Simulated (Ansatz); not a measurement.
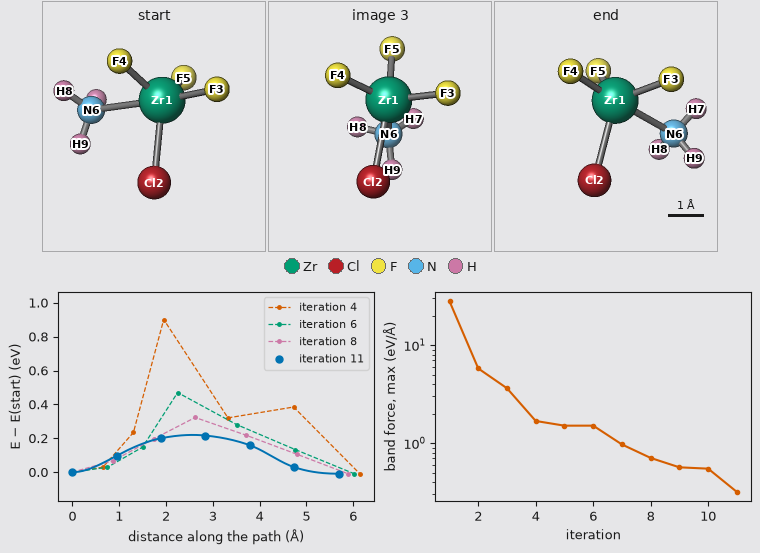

NEB run on ZrNH3ClF3. Images are numbered from 0 (start) to 6 (end). The plot follows the band through its iterations. The picture is a ball-and-stick view, seen at a tilt.

Level of theory: Ansatz, RKS PBE/def2-SVP. Settings: 5 movable images; climbing image; force threshold 0.5 eV/Å; iteration limit 60; starting path through a guess of the saddle point.

> How did the profile develop, and is the result final?

The run met only a loose threshold, so the barrier can't be trusted yet. The band converged in 11 iterations. The largest component of the band force went from 28 to 0.32 eV/Å. The climbing image converged on the top of the path. Its curvatures weren't checked. The force threshold is so loose that the height of the top is at best an upper bound. The first iteration put the highest image at 9.968 eV. Forward barrier 0.216 eV, backward barrier 0.225 eV, with image 3 at the top; the reaction energy is −0.009 eV.

The run took 59 s on 4 threads of INTEL(R) XEON(R) PLATINUM 8581C CPU @ 2.10GHz (Emerald Rapids), with other jobs on the host, peak memory 0.19 GiB.
